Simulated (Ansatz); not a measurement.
# Is Ir-Ag-Ir stack of (111) layers a stable metal?

The plan: relax Ir-Ag-Ir stack of (111) layers, check its phonons, and, if the lattice is stable, compute its Eliashberg function and ρ(T).

Calculated with Ansatz 0.2.0; DFT PBEsol, scalar-relativistic, plane waves, PAW; PAW set soft_1.

## (1) Set-up

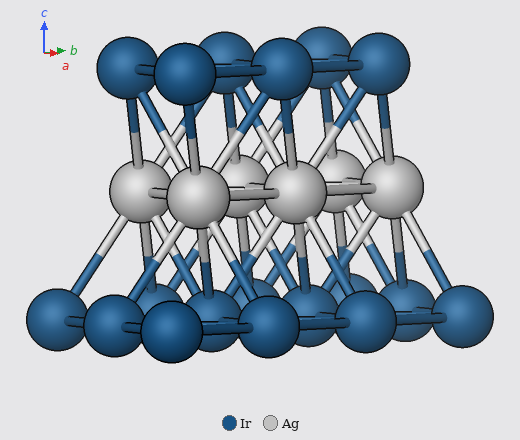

The starting structure, seen from the side, with the c axis up (iridium blue, silver light grey). 2×3×1 cells are drawn. Some periodic images of atoms are drawn too.

The cell holds 3 atoms: 2 Ir and 1 Ag. Its edges and angles: a = 2.892 Å, b = 2.892 Å, c = 15.723 Å, α = 90.0°, β = 90.0°, γ = 120.0°. Vacuum lies along c.

Coordinates:

```cif
data_structure
_symmetry_space_group_name_H-M 'P 1'
_symmetry_Int_Tables_number 1
_cell_length_a 2.8921
_cell_length_b 2.8921
_cell_length_c 15.7227
_cell_angle_alpha 90.000
_cell_angle_beta 90.000
_cell_angle_gamma 120.000
_cell_volume 113.89
loop_
_atom_site_label
_atom_site_type_symbol
_atom_site_fract_x
_atom_site_fract_y
_atom_site_fract_z
_atom_site_occupancy
Ir1 Ir 0.00000 0.00000 0.34981 1
Ag2 Ag 0.33333 0.66667 0.50000 1
Ir3 Ir 0.66667 0.33333 0.65019 1
```

## (2) Relaxing cell and atoms

The structure is brought to rest under this functional.

Input file input.yaml:

```yaml
crystal:
  lattice:
    - [2.89207, 0.0, 0.0]
    - [-1.44603, 2.5046, 0.0]
    - [0.0, 0.0, 15.72273]
  atoms:
    - { symbol: Ir, position: [0.0, 0.0, 0.34981213] }
    - { symbol: Ag, position: [0.33333333, 0.66666667, 0.5] }
    - { symbol: Ir, position: [0.66666667, 0.33333333, 0.65018787] }
  periodic: [true, true, false]
kpoints:
  mp_grid: { grid: [12, 12, 1] }
hamiltonian:
  xc: pbesol
  pseudopotentials: { kind: paw, azcp: { folder: soft_1 }, xc_functional: pbe }
scf:
  occupations: { method: gaussian, width: 0.1 }
output:
  forces: true
  stress: true
  eigenvalues: true
relax:
  adjacent_minimum: "off"
  f_tol: 0.005
  max_steps: 80
  cell: { stress_2d_tol: 0.02 }
```

Run with:

```
$ ansatz run input.yaml --threads 4 --pin off --max-ram 12288MiB --backend cpu --events-out ev --progress --plain --runs-dir out
```

Numbers of over 12 decimals in the logs are rounded to 6 here.

The log of the run:

```text
Warning: crystal.periodic: the lattice vector that does not repeat stood 0.000° off the slab's normal, 15.723 Å along it as the deck builds it. The run solves the slab on a vector along the normal, 33.245 Å long, with every atom where it was (on the deck's vector they left 11.00 Å outside them, and the widest stretch free of ions among them is 2.36 Å). A fractional position that the run reports is one of the run's ce [...]
crystal.periodic: the lattice vector that does not repeat stood 0.000° off the slab's normal, 15.723 Å along it as the deck builds it. The run solves the slab on a vector along the normal, 33.245 Å long, with every atom where it was (on the deck's vector they left 11.00 Å outside them, and the widest stretch free of ions among them is 2.36 Å). A fractional position that the run reports is one of the run's cell, which [...]
Engine: ansatz 0.2.0, aarch64-unknown-linux-gnu
Pseudopotentials: kind: paw
Pseudopotential: Ir, paw, valence charge 17, recommended cutoff 420 eV (normal), soft_1/Ir.paw.azcp
Pseudopotential: Ag, paw, valence charge 19, recommended cutoff 420 eV (normal), soft_1/Ag.paw.azcp
Functional definition: PBEsol
  exchange = pbesol_x
  correlation = pbesol_c
Crystal: 3 atoms, lattice volume = 240.813 Å³
Basis set: ecut = 420 eV, 4707 PW (Γ), exchange–correlation on 40×40×450 points (8 copies of the dense FFT grid, shifted against one another)
Bands: 32, of which v1, the nominal top of the filled ones, is band 27 counted from 1 (26 counted from 0)
Symmetry: 12 space group operations
Space group: P-3m1 (ITA 164), of the structure as read, at distance tolerance 6.2e-5 Å
k-points: 19 of 144
Non-local potential: Ir, projectors of the file, l = 0: 3, l = 1: 2, l = 2: 2, l = 3: 1
Non-local potential: Ag, projectors of the file, l = 0: 3, l = 1: 2, l = 2: 2, l = 3: 1
PAW form: soft (Blöchl's): semilocal exchange-correlation on the pseudo side does not see the compensation charge
PAW frozen core: Ir, regenerated for the run's functional, and the local potential with it (the file was generated under x = pbe(κ = 0.804, μ = 0.219515), c = pbe(β = 0.066725))
PAW frozen core: Ag, regenerated for the run's functional, and the local potential with it (the file was generated under x = pbe(κ = 0.804, μ = 0.219515), c = pbe(β = 0.066725))
PAW one-centre angular grid: Ir, 590 points (default); XC on 64 Gauss nodes
PAW one-centre angular grid: Ag, 590 points (default); XC on 64 Gauss nodes
Initial density: superposition of atomic densities (neutral atoms: chi_scale 0, normalization atom)
Initial wavefunctions: pseudopotential atomic-orbital guess
Functional: x = pbesol(κ = 0.804, μ = 0.123457), c = pbesol(β = 0.046)
SCF iter   1: F=—  HF=-31120.341588 eV  |F-HF|=—  |Δ(HF+E_count)|=         —  Δρ=5.64e-2  dr2=1.55e1  ethr=3.10e-3  ⟨swp⟩=15.4  Hψ=4599  notcnv=0
preconditioner: auto → LDOS  [metal: Δε(μ)=0.054 eV  Ē_g=5.730 eV  σ=0.100 eV  W_gap=0.29  n_scr=22 (ndim 8)  ℏωp=12.9 eV  f_vac=0.731  D(μ)=11.39/eV (n_scr^D=120)  β→1.0]
SCF iter   2: F=—  HF=-31120.009033 eV  |F-HF|=—  |Δ(HF+E_count)|=   3.33e-1  Δρ=2.90e-2  dr2=1.12e1  ethr=3.10e-3  ⟨swp⟩=3.4  Hψ=1522  notcnv=0  defer=12
SCF iter   3: F=—  HF=-31119.550599 eV  |F-HF|=—  |Δ(HF+E_count)|=   4.58e-1  Δρ=3.30e-2  dr2=5.49e0  ethr=3.10e-3  ⟨swp⟩=3.3  Hψ=1498  notcnv=0  defer=12
SCF iter   4: F=—  HF=-31119.181427 eV  |F-HF|=—  |Δ(HF+E_count)|=   3.69e-1  Δρ=1.45e-2  dr2=1.93e0  ethr=3.10e-3  ⟨swp⟩=2.7  Hψ=1137  notcnv=0  defer=12
SCF iter   5: F=—  HF=-31119.012900 eV  |F-HF|=—  |Δ(HF+E_count)|=   1.69e-1  Δρ=6.26e-3  dr2=3.45e-1  ethr=3.10e-3  ⟨swp⟩=2.6  Hψ=817  notcnv=0  defer=12
SCF iter   6: F=—  HF=-31118.990409 eV  |F-HF|=—  |Δ(HF+E_count)|=   2.25e-2  Δρ=9.10e-4  dr2=3.66e-3  ethr=6.51e-4  ⟨swp⟩=2.8  Hψ=1126  notcnv=0  defer=12
SCF iter   7: F=—  HF=-31118.992875 eV  |F-HF|=—  |Δ(HF+E_count)|=   2.47e-3  Δρ=4.36e-4  dr2=9.83e-4  ethr=6.90e-6  ⟨swp⟩=3.7  Hψ=1538  notcnv=0  defer=12
SCF iter   8: F=—  HF=-31118.992787 eV  |F-HF|=—  |Δ(HF+E_count)|=   8.72e-5  Δρ=2.26e-4  dr2=9.70e-5  ethr=1.85e-6  ⟨swp⟩=3.4  Hψ=1229  notcnv=0  defer=12
SCF iter   9: F=—  HF=-31118.992759 eV  |F-HF|=—  |Δ(HF+E_count)|=   2.88e-5  Δρ=6.42e-5  dr2=1.54e-5  ethr=1.83e-7  ⟨swp⟩=3.6  Hψ=1380  notcnv=0  defer=12
SCF iter  10: F=—  HF=-31118.992760 eV  |F-HF|=—  |Δ(HF+E_count)|=   1.47e-6  Δρ=1.83e-5  dr2=9.26e-7  ethr=2.90e-8  ⟨swp⟩=3.4  Hψ=1265  notcnv=0  defer=12
SCF iter  11: F=-31118.992760 eV  HF=-31118.992760 eV  |F-HF|=1.34e-8  |Δ(HF+E_count)|=   4.66e-8  Δρ=3.76e-6  dr2=9.62e-8  ethr=1.89e-10  ⟨swp⟩=16.4  Hψ=4555  notcnv=0
SCF 1 converged in 11 iterations: F = -31118.992760 eV  dr2 = 9.62e-8
  greatest PAW one-centre occupation: 1.001 electrons in one spin orbital (limit 2), on the Ag atom at site 1 (counted from 0), in its partial waves of l = 0
relax step   1: F+E_penalty+E_count = -31118.99276008 eV  Δ(F+E_penalty+E_count) = +0.000e0 eV  max|allowed force component| = 5.894e-1 eV/Å  Δτ_max = 0.0000 Å  P = -29.814 N/m  Ω = 240.813 Å³  fix = [c, alpha, beta]  reactions: c -0.000 N/m  (11 SCF iters, dr2 threshold 1.00e-7 eV, accepted)
Crystal: 3 atoms, lattice volume = 217.906 Å³
Basis set: ecut = 420 eV, 4269 PW (Γ), exchange–correlation on 40×40×450 points (8 copies of the dense FFT grid, shifted against one another)
Initial density: handed on by an earlier stage of this run
Initial wavefunctions: those handed on with the density
iter 1 solved again at ethr=2.14e-4 eV; its pass at ethr=3.10e-3 eV (dr2=1.13e-1 eV) is discarded
SCF iter   1: F=—  HF=-31120.090841 eV  |F-HF|=—  |Δ(HF+E_count)|=         —  Δρ=6.53e-3  dr2=1.15e-1  ethr=2.14e-4  ⟨swp⟩=2.2  Hψ=5126  notcnv=0
preconditioner: auto → LDOS  [metal: Δε(μ)=0.003 eV  Ē_g=6.978 eV  σ=0.100 eV  W_gap=0.02  n_scr=22 (ndim 8)  ℏωp=13.5 eV  f_vac=0.740  D(μ)=8.70/eV (n_scr^D=58)  β→1.0]
SCF iter   2: F=—  HF=-31120.074263 eV  |F-HF|=—  |Δ(HF+E_count)|=   1.66e-2  Δρ=3.55e-3  dr2=5.46e-2  ethr=2.14e-4  ⟨swp⟩=3.3  Hψ=1309  notcnv=0
SCF iter   3: F=—  HF=-31120.069918 eV  |F-HF|=—  |Δ(HF+E_count)|=   4.34e-3  Δρ=2.53e-3  dr2=2.00e-2  ethr=1.03e-4  ⟨swp⟩=2.6  Hψ=1105  notcnv=0  defer=2
SCF iter   4: F=—  HF=-31120.068455 eV  |F-HF|=—  |Δ(HF+E_count)|=   1.46e-3  Δρ=1.25e-3  dr2=1.68e-2  ethr=3.78e-5  ⟨swp⟩=3.3  Hψ=1262  notcnv=0  defer=2
SCF iter   5: F=—  HF=-31120.066806 eV  |F-HF|=—  |Δ(HF+E_count)|=   1.65e-3  Δρ=6.53e-4  dr2=2.98e-3  ethr=3.17e-5  ⟨swp⟩=2.1  Hψ=764  notcnv=0  defer=2
SCF iter   6: F=—  HF=-31120.066740 eV  |F-HF|=—  |Δ(HF+E_count)|=   6.61e-5  Δρ=1.46e-4  dr2=9.46e-5  ethr=5.62e-6  ⟨swp⟩=2.9  Hψ=1088  notcnv=0  defer=4
[...]
SCF iter  10: F=-31120.427080 eV  HF=-31120.427080 eV  |F-HF|=2.81e-9  |Δ(HF+E_count)|=   3.98e-8  Δρ=2.16e-6  dr2=1.74e-8  ethr=3.08e-10  ⟨swp⟩=6.3  Hψ=2986  notcnv=0
SCF 3 converged in 10 iterations: F = -31120.427080 eV  dr2 = 1.74e-8
relax step   3: F+E_penalty+E_count = -31120.42707972 eV  Δ(F+E_penalty+E_count) = -3.604e-1 eV  max|allowed force component| = 4.884e-1 eV/Å  Δτ_max = 0.0896 Å  P = +6.392 N/m  Ω = 196.160 Å³  energy of the carried Pulay correction = +3.575e-3 eV  fix = [c, alpha, beta]  reactions: c +0.000 N/m  (10 SCF iters, dr2 threshold 3.00e-7 eV, accepted)
[...]
relax step   4: F+E_penalty+E_count = -31120.47354991 eV  Δ(F+E_penalty+E_count) = -4.647e-2 eV  max|allowed force component| = 7.647e-2 eV/Å  Δτ_max = 0.0541 Å  P = -0.716 N/m  Ω = 199.475 Å³  energy of the carried Pulay correction = +3.285e-3 eV  fix = [c, alpha, beta]  reactions: c -0.000 N/m  (8 SCF iters, dr2 threshold 3.00e-7 eV, accepted)
[...]
relax step   5: F+E_penalty+E_count = -31120.47557425 eV  Δ(F+E_penalty+E_count) = -2.024e-3 eV  max|allowed force component| = 1.213e-2 eV/Å  Δτ_max = 0.0225 Å  P = +0.117 N/m  Ω = 198.558 Å³  energy of the carried Pulay correction = +3.365e-3 eV  fix = [c, alpha, beta]  reactions: c +0.000 N/m  (7 SCF iters, dr2 threshold 3.00e-7 eV, accepted)
[...]
relax step   6: F+E_penalty+E_count = -31120.47561605 eV  Δ(F+E_penalty+E_count) = -4.180e-5 eV  max|allowed force component| = 1.996e-4 eV/Å  Δτ_max = 0.0031 Å  P = +0.008 N/m  Ω = 198.679 Å³  energy of the carried Pulay correction = +3.354e-3 eV  fix = [c, alpha, beta]  reactions: c +0.000 N/m  (7 SCF iters, dr2 threshold 1.58e-8 eV, accepted)
[...]
relax step   7: F+E_penalty+E_count = -31120.47153391 eV  Δ(F+E_penalty+E_count) = +4.082e-3 eV  max|allowed force component| = 3.709e-4 eV/Å  Δτ_max = 0.0000 Å  P = +0.023 N/m  Ω = 198.679 Å³  fix = [c, alpha, beta]  reactions: c +0.000 N/m  stress off target by 2.30e-2 N/m on what of the cell is left free  SCF on the basis re-selected at this cell (its energy is not comparable with the rows above)  (9 SCF iters)
[...]
relax step   8: F+E_penalty+E_count = -31120.47153192 eV  Δ(F+E_penalty+E_count) = +1.990e-6 eV  max|allowed force component| = 7.947e-5 eV/Å  Δτ_max = 0.0000 Å  P = -0.002 N/m  Ω = 198.694 Å³  energy of the carried Pulay correction = -2.302e-6 eV  fix = [c, alpha, beta]  reactions: c -0.000 N/m  (5 SCF iters, dr2 threshold 6.09e-10 eV, accepted)
iter 1 solved again at ethr=3.94e-7 eV; its pass at ethr=3.10e-3 eV (dr2=2.09e-4 eV) is discarded
SCF iter   1: F=—  HF=-31120.471554 eV  |F-HF|=—  |Δ(HF+E_count)|=         —  Δρ=1.59e-6  dr2=2.89e-9  ethr=3.94e-7  ⟨swp⟩=6.5  Hψ=7978  notcnv=0
eigensolver tolerance schedule: the retry pair's looser diagonalisation over-reported the residual by 72208.31 of it (diagonalisation noise at an unbounded share of the residual, at the tolerance the schedule requests for it); recorded, not acted on — ethr = c·dr2/N_el stays at c = 1.0e-1
SCF iter   2: F=—  HF=-31120.471533 eV  |F-HF|=—  |Δ(HF+E_count)|=   2.09e-5  Δρ=1.95e-6  dr2=8.05e-9  ethr=5.46e-12  ⟨swp⟩=8.4  Hψ=3296  notcnv=0
SCF iter   3: F=—  HF=-31120.471533 eV  |F-HF|=—  |Δ(HF+E_count)|=   4.19e-9  Δρ=9.77e-7  dr2=8.73e-10  ethr=5.46e-12  ⟨swp⟩=3.1  Hψ=1178  notcnv=0
SCF iter   4: F=—  HF=-31120.471533 eV  |F-HF|=—  |Δ(HF+E_count)|=  5.09e-10  Δρ=6.83e-7  dr2=5.45e-10  ethr=1.65e-12  ⟨swp⟩=2.7  Hψ=1099  notcnv=0
SCF iter   5: F=—  HF=-31120.471533 eV  |F-HF|=—  |Δ(HF+E_count)|=  8.00e-11  Δρ=5.15e-7  dr2=3.27e-10  ethr=1.03e-12  ⟨swp⟩=1.8  Hψ=860  notcnv=0
SCF iter   6: F=—  HF=-31120.471533 eV  |F-HF|=—  |Δ(HF+E_count)|=  1.06e-10  Δρ=3.25e-7  dr2=1.37e-10  ethr=1.00e-12  ⟨swp⟩=1.2  Hψ=697  notcnv=0
SCF iter   7: F=—  HF=-31120.471533 eV  |F-HF|=—  |Δ(HF+E_count)|=  1.67e-10  Δρ=1.51e-7  dr2=5.38e-11  ethr=1.00e-12  ⟨swp⟩=2.2  Hψ=915  notcnv=0
SCF iter   8: F=—  HF=-31120.471533 eV  |F-HF|=—  |Δ(HF+E_count)|=  6.18e-11  Δρ=1.20e-7  dr2=2.44e-11  ethr=1.00e-12  ⟨swp⟩=1.1  Hψ=628  notcnv=0
SCF iter   9: F=—  HF=-31120.471533 eV  |F-HF|=—  |Δ(HF+E_count)|=  1.24e-10  Δρ=7.54e-8  dr2=7.20e-12  ethr=1.00e-12  ⟨swp⟩=1.7  Hψ=784  notcnv=0
SCF iter  10: F=-31120.471533 eV  HF=-31120.471533 eV  |F-HF|=6.18e-11  |Δ(HF+E_count)|=  9.09e-11  Δρ=1.35e-8  dr2=6.73e-13  ethr=1.00e-12  ⟨swp⟩=12.9  Hψ=4874  notcnv=0
SCF 9 converged in 10 iterations: F = -31120.471533 eV  dr2 = 6.73e-13
relax step   9: F+E_penalty+E_count = -31120.47153298 eV  Δ(F+E_penalty+E_count) = -1.053e-6 eV  max|allowed force component| = 8.066e-5 eV/Å  Δτ_max = 0.0000 Å  P = -0.002 N/m  Ω = 198.694 Å³  fix = [c, alpha, beta]  reactions: c -0.000 N/m  stress off target by 1.57e-3 N/m on what of the cell is left free  SCF on the basis re-selected at this cell (its energy is not comparable with the rows above)  (10 SCF iters)
basis re-selected at this cell: Δ(F+E_penalty+E_count) = -1.053e-6 eV, ΔP = -0.000 N/m vs the last step (what re-selecting the basis moved, of the pressure what is left beyond the Pulay correction that the steps carried, after the strain that the cell walked since its last selection, with what the two solves' SCF thresholds leave and, on support functions, any second-order correction that the steps lacked; it is no m [...]
SCF converged after 10 iterations
Free energy (F): -31120.471533 eV
Harris-Foulkes:  -31120.471533 eV  (|F-HF|=6.18e-11)
Internal energy: -31120.448204 eV  (E = F + TS)
E sigma→0 (E₀):  -31120.459868 eV
Entropy (-TS):   -0.023329 eV (-7.776 meV/atom)
Fermi energy:    -6.106360 eV
--- Per-component energies (eV) ---
  E_band       = -1891.452542
  E_kinetic    = 1545.616410
  E_local      = -259386.143219  (includes V_loc(G=0)·N_el)
  E_nonlocal   = 422.890240
  E_hartree    = 128651.456845
  E_xc         = -613.864772
  E_vxc        = -710.630309  (∫ρ·V_xc dr)
  E_paw        = -22148.112765  (= ΣΔE_a)
  E_vpaw       = -1066.100277  (= ΣTr[D̂ρ^β])
  E_aug_tail   = 0.001101  (compensation charges beyond the density's cutoff)
  E_ewald      = 120406.854520
  E_core_change = 0.853436  (= ΣΔE_core)
  E_smearing   = -0.023329  (= −TS)
  E_closure    = -0.000000  (closes the sum)
  Σ components = -31120.471533   (vs F -31120.471533, Δ=0.00e0)
--- Forces (eV/Å), atoms counted from 1 ---
  atom   1  Ir    -0.00000000     0.00000000     0.00008066
  atom   2  Ag     0.00000000     0.00000000     0.00000000
  atom   3  Ir     0.00000000     0.00000000    -0.00008066
  max |Σ_I F_I| component: 4.63e-18 eV/Å
--- 2D stress c σ (N/m, compression-positive) ---
       -0.001568      -0.000000       0.000000
       -0.000000      -0.001568      -0.000000
        0.000000      -0.000000      -0.000000
  P = ½ c Tr σ = -0.0016 N/m
--- Band table (eV; the first three rows and the last of 19) ---
  k-point 0: bands = [... 23 lower, -8.5659, -8.5659, -7.0183, -5.8701, -5.4186, -5.4186, -5.3260, -5.3260, ... 1 higher]
  k-point 1: bands = [... 23 lower, -8.5302, -8.3812, -7.2762, -6.7708, -5.4852, -5.3909, -5.2539, -4.3202, ... 1 higher]
  k-point 2: bands = [... 23 lower, -7.8058, -7.7592, -7.7240, -7.6979, -5.6693, -5.5577, -4.8907, -2.9821, ... 1 higher]
  k-point 18: bands = [... 23 lower, -8.4865, -7.7179, -6.3171, -6.3171, 0.0770, 0.0770, 1.2207, 2.0455, ... 1 higher]
--- Relaxed structure (7 steps of the walk, 7 accepted, 2 SCFs on fresh bases) ---
  F+E_penalty+E_count = -31120.47153298 eV   max|allowed force component| = 8.066e-5 eV/Å   (the final SCF, on the basis selected at the relaxed cell)
  cell:  # Å, volume = 198.6939 Å³
    - [2.627004, -2.62217627155664e-6, 0]
    - [-1.313500, 2.275054, 0]
    - [0, 0, 33.245453]
  atoms:
    - { symbol: Ir, position: [6.771027332611154e-19, -6.771003920232125e-19, 0.162679] }
    - { symbol: Ag, position: [0.333333, 0.666667, 0.236464] }
    - { symbol: Ir, position: [0.666667, 0.333333, 0.310249] }
```

Run time: 29 s. Hardware: 4 threads of Arm Neoverse V1, shared host; peak memory 0.62 GiB.

Step by step:

| step | energy less that of the first step (eV) | largest force component (eV/Å) | volume (Å³) |
| --- | --- | --- | --- |
| 1 | 0.0000 | 0.5894 | 240.81 |
| 2 | -1.0740 | 0.3241 | 217.91 |
| 3 | -1.4343 | 0.4884 | 196.16 |
| 4 | -1.4808 | 0.0765 | 199.47 |
| 5 | -1.4828 | 0.0121 | 198.56 |
| 6 | -1.4829 | 0.0002 | 198.68 |
| 7* | -1.4788 | 0.0004 | 198.68 |
| 8 | -1.4788 | 0.0001 | 198.69 |
| 9* | -1.4788 | 0.0001 | 198.69 |

Relaxation steps marked * repeat the geometry before them on a plane-wave basis chosen anew for their cell, so energy and pressure can jump there.

The run keeps the 12 symmetry operations that it works with, so distortions that break them were not tested.

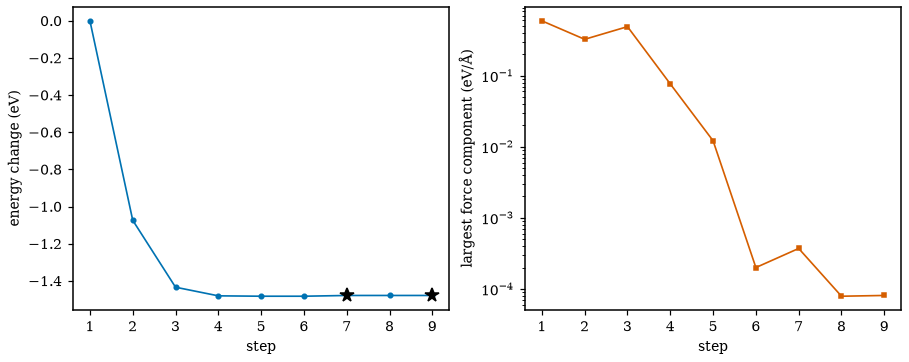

Energy and largest force along the relaxation. Stars mark steps on a basis chosen anew.

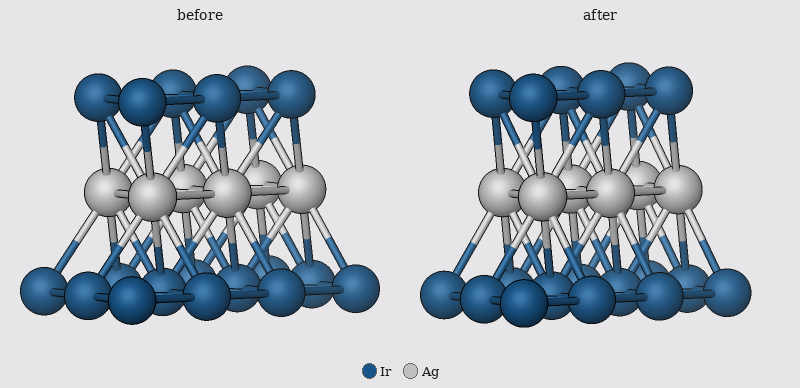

The structure before and after the relaxation, drawn at the same scale.

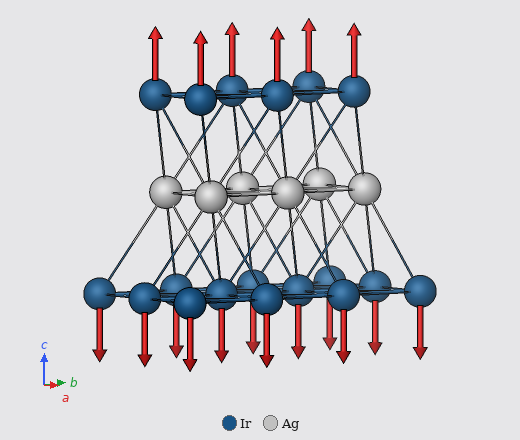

Displacements in the relaxation, exaggerated, measured against the changing cell; the longest in the cell stands for 0.09 Å. 2×3×1 cells are drawn. Some periodic images of atoms are drawn too.

| cell as run | before | after | change |
| --- | --- | --- | --- |
| a (Å) | 2.892 | 2.627 | -9.2 % |
| b (Å) | 2.892 | 2.627 | -9.2 % |

The atoms that moved most (Å, along periodic axes as changes of fractional coordinates times the final cell, across vacuum about the mean position):

| atom | dx | dy | dz | length |
| --- | --- | --- | --- | --- |
| Ir3 | 0.000 | 0.000 | 0.092 | 0.092 |
| Ir1 | 0.000 | 0.000 | -0.092 | 0.092 |

Final coordinates:

```xyz
3
Lattice="2.6270 0.0000 0.0000 -1.3135 2.2751 0.0000 0.0000 0.0000 33.2455" Properties=species:S:1:pos:R:3
Ir    0.0000    0.0000    5.4084
Ag    0.0000    1.5167    7.8614
Ir    1.3135    0.7583   10.3144
```

This step gave:

```yaml
metallic_on_mesh: yes
gap_on_the_k_mesh: 0 eV
```

The relaxation ends with a largest force component of 8.1e-5 eV/Å.

## (3) Relaxing tightly for phonons

No force is left; the cell is relaxed once more with another smearing and tight thresholds.

input.yaml, the sections that differ from step 2:

```yaml
crystal:
  lattice:
    - [2.6270042695, -2.6222e-06, 0.0]
    - [-1.3134998639, 2.2750537443, 0.0]
    - [0.0, 0.0, 33.2454533171]
  atoms:
    - { symbol: Ir, position: [0.0, 0.0, 0.1626794302] }
    - { symbol: Ag, position: [0.3333333333, 0.6666666667, 0.2364643648] }
    - { symbol: Ir, position: [0.6666666667, 0.3333333333, 0.3102492993] }
  periodic: [true, true, false]
scf:
  occupations: { method: methfessel_paxton, width: 0.2 }
relax:
  adjacent_minimum: "off"
  f_tol: 0.001
  max_steps: 60
  cell: { stress_2d_tol: 0.002 }
# kpoints, hamiltonian, output: as in step 2
```

The log of the run:

```text
[the first part of the log is left out]
  E_paw        = -22148.125163  (= ΣΔE_a)
  E_vpaw       = -1066.121620  (= ΣTr[D̂ρ^β])
  E_aug_tail   = 0.001100  (compensation charges beyond the density's cutoff)
  E_ewald      = 120427.564322
  E_core_change = 0.853436  (= ΣΔE_core)
  E_smearing   = -0.003761  (= −TS)
  E_closure    = 0.000000  (closes the sum)
  Σ components = -31120.461418   (vs F -31120.461418, Δ=0.00e0)
[...]
--- 2D stress c σ (N/m, compression-positive) ---
        0.000128       0.000000       0.000000
        0.000000       0.000128      -0.000000
        0.000000      -0.000000       0.000000
  P = ½ c Tr σ = 0.0001 N/m
--- Band table (eV; the first three rows and the last of 19) ---
[...]
--- Relaxed structure (5 steps of the walk, 5 accepted, 1 SCFs on fresh bases) ---
[...]
cell:  # Å, volume = 198.6279 Å³
    - [2.626568, -2.621740363672702e-6, 0]
    - [-1.313282, 2.274676, 0]
    - [0, 0, 33.2454533171]
  atoms:
    - { symbol: Ir, position: [0, 0, 0.162645] }
    - { symbol: Ag, position: [0.333333, 0.666667, 0.236464] }
    - { symbol: Ir, position: [0.666667, 0.333333, 0.310284] }
```

It took 16 s on 4 threads; peak memory 0.57 GiB.

Little changed from the start: no atom moved by 0.005 Å and no cell edge by 0.1 %.

(Part 1 of 3 ends here.)

[Logs are printed without paths, hosts, clocks, repeated set-up lines and the standing remarks that a program may print on its own settings, such as how far it seeks lower states.]

[Hosts, paths, dates, database ids (printed as entryN), source tags and the programs' standing remarks are cut or masked in the printed files.]
